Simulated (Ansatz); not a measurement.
CH5AsS: several calculations on one system

Part 1: Relaxation

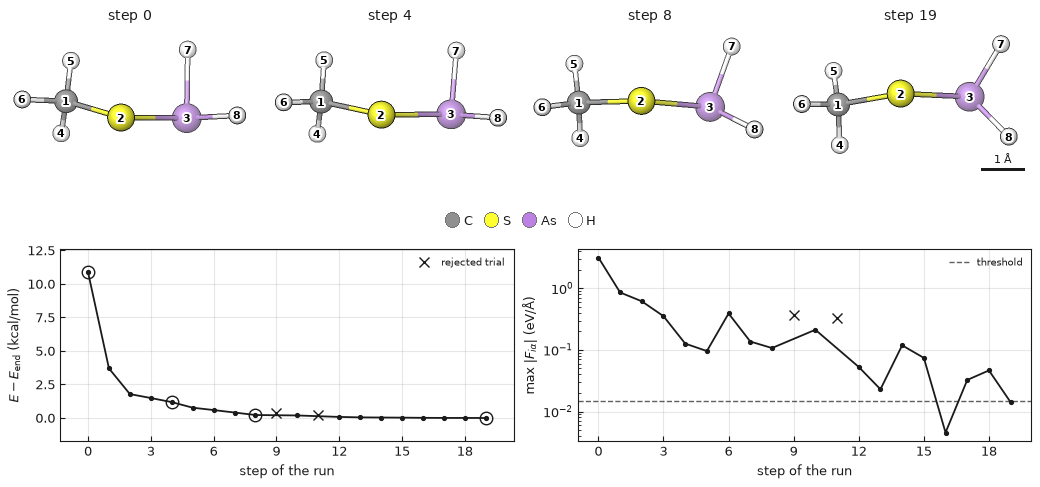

Frames of a relaxation of CH5AsS, marked on the history of the run. A ball-and-stick model, seen from a free direction.

The run prepares an end point of a later path (torsion) calculation, from a guessed geometry.

All numbers below come from Ansatz, RHF/def2-mTZVP. (no spin polarisation; force threshold 0.015 eV/Å; at most 40 steps)

> What happens along the run?

The largest move after the best rigid fit is that of H7, 0.93 Å. Largest moves by element: H 0.93 Å, S 0.58 Å, As 0.51 Å, C 0.21 Å. Among the contacts that change: As3–H7 1.617 → 1.510 Å, C1–H6 1.182 → 1.080 Å, As3–H8 1.569 → 1.511 Å, C1–S2 1.782 → 1.828 Å. Bond angles that change, for instance: C1–S2–As3 91.4° → 100.4°, H7–As3–H8 89.1° → 93.9°, S2–As3–H7 92.5° → 97.2°. Groups turn about S2–As3 by about 60°. The energy falls by 10.9 kcal/mol in 17 accepted moves (19 points after the start). Largest force component: 3.2 eV/Å at the start, 0.014 eV/Å at the end. The line search rejected the trial steps at points 9, 11 of the run. The forces were under the threshold at step 16, but the run went on from there. From step 0 to 4: H7 moves most (0.21 Å), energy −9.70 kcal/mol. From step 4 to 8: H7 moves most (0.41 Å), energy −0.96 kcal/mol. From step 8 to 19: H7 moves most (0.38 Å), energy −0.22 kcal/mol.

Part 2: Relaxation

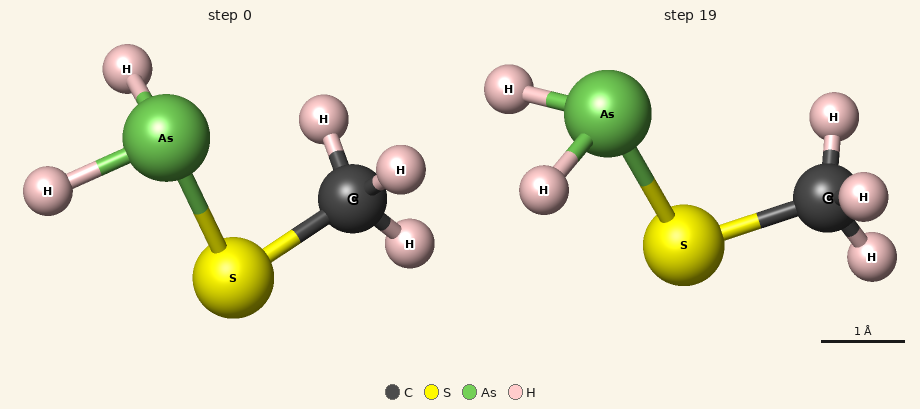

The structure of CH$_{5}$AsS before (left) and after (right) a relaxation, at one scale.

A ball-and-stick model, seen at a tilt.

The run prepares an end point of a later path (torsion) calculation, from a guessed geometry.

Method: RHF/def2-mTZVP (Ansatz). (no spin polarisation; force threshold 0.015 eV/Å; at most 40 steps)

Describe what moved and what it gained.

Over 16 accepted moves (19 points after the start) the energy falls by 0.484 eV. The largest force component goes from 2.9 to 0.011 eV/Å. The line search rejected the trial steps at points 9, 11, 18 of the run. The forces were under the threshold at step 13, but the run went on from there. The largest move after the best rigid fit is that of an H atom, 0.98 Å. By element the largest moves are H 0.98 Å, S 0.58 Å, As 0.52 Å, C 0.18 Å. Some distances before and after: As–H 1.617 → 1.510 Å, C–H 1.182 → 1.079 Å, As–H 1.569 → 1.510 Å, C–S 1.782 → 1.829 Å. Bond angles that change, for instance: C–S–As 91.4° → 100.4°, S–C–H 113.1° → 106.3°, H–As–H 89.1° → 93.9°. Groups turn about As–S by about 60°. Cost: 40 s on 1 thread of Arm Neoverse V2, on a shared host, peak memory 0.18 GiB.

Part 3: Path

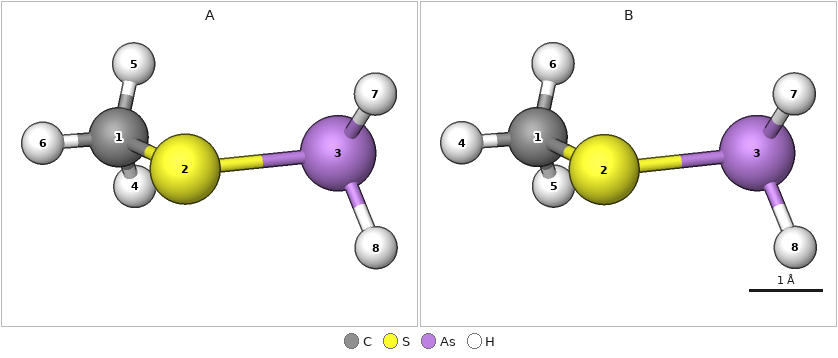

The two relaxed end points of a path for CH5AsS. Style: ball-and-stick. Shown at a tilt.

Method: Ansatz, RHF/def2-mTZVP.

Input file:
```yaml
crystal:
  periodic: [false, false, false]
  atoms:
    - { symbol: C, position_ang: [-0.766836, 1.130962, -0.433502] }
    - { symbol: S, position_ang: [-0.2449, 0.113423, 0.993226] }
    - { symbol: As, position_ang: [1.052188, -1.400433, -0.040856] }
    - { symbol: H, position_ang: [-1.317997, 0.545223, -1.152251] }
    - { symbol: H, position_ang: [0.079307, 1.597579, -0.913087] }
    - { symbol: H, position_ang: [-1.41331, 1.899848, -0.037437] }
    - { symbol: H, position_ang: [2.228783, -1.316592, 0.90237] }
    - { symbol: H, position_ang: [0.474865, -2.62711, 0.625637] }
basis:
  gaussian: { orbitals: def2-mTZVP }
hamiltonian:
  xc: hf
neb:
  order_check: false
  images: 7
  f_tol: 0.05
  max_iterations: 60
  initial_path: idpp
  final_atoms:
    - { symbol: C, position_ang: [-0.82161047, 1.07438306, -0.47415083] }
    - { symbol: S, position_ang: [-0.70918302, -0.35971068, 0.65507331] }
    - { symbol: As, position_ang: [1.36238869, -1.08553504, 0.1820136] }
    - { symbol: H, position_ang: [-1.80068655, 1.50381481, -0.32142389] }
    - { symbol: H, position_ang: [-0.7292095, 0.77036812, -1.50503973] }
    - { symbol: H, position_ang: [-0.07375914, 1.81642138, -0.24210344] }
    - { symbol: H, position_ang: [1.84447616, -1.22705233, 1.60634281] }
    - { symbol: H, position_ang: [1.01968384, -2.54978931, 0.04338817] }
```

Command:
```bash
ansatz run input.yaml --threads 1 --pin off --max-ram 2048MiB --backend cpu --events-out ev --progress --plain --runs-dir out
```

### Predict the minimum-energy path and its barrier.

The two ends have the same energy, and the highest point, image 4, lies 0.052 eV above the start. The motion is a rotation about the C1–S2 bond by about 120°. No bond forms or breaks between the ends. Bond angles that change up to the highest image, for instance: S2–C1–H6 106.3° → 108.9°, S2–C1–H4 111.3° → 108.9°. The band converged in 4 iterations, with a climbing image at the top. At the top, the vibrational analysis gives one imaginary mode (136i cm⁻¹), as a transition state must have.

Energies of the converged images:

| image | path (Å) | E (eV) |
| --- | --- | --- |
| 0 | 0.00 | 0.000 |
| 1 | 0.37 | 0.007 |
| 2 | 0.74 | 0.024 |
| 3 | 1.11 | 0.043 |
| 4 | 1.48 | 0.052 |
| 5 | 1.84 | 0.044 |
| 6 | 2.21 | 0.025 |
| 7 | 2.58 | 0.007 |
| 8 | 2.95 | 0.000 |

The geometry at the top of the path:

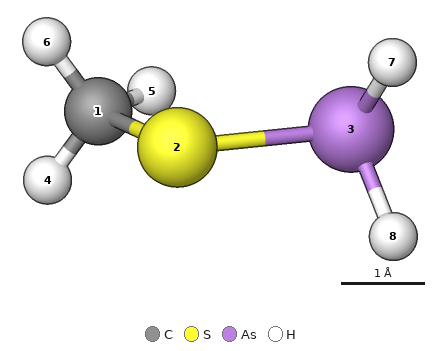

The run took 63 s on 1 thread of Arm Neoverse V2 (shared host), peak memory 0.28 GiB.
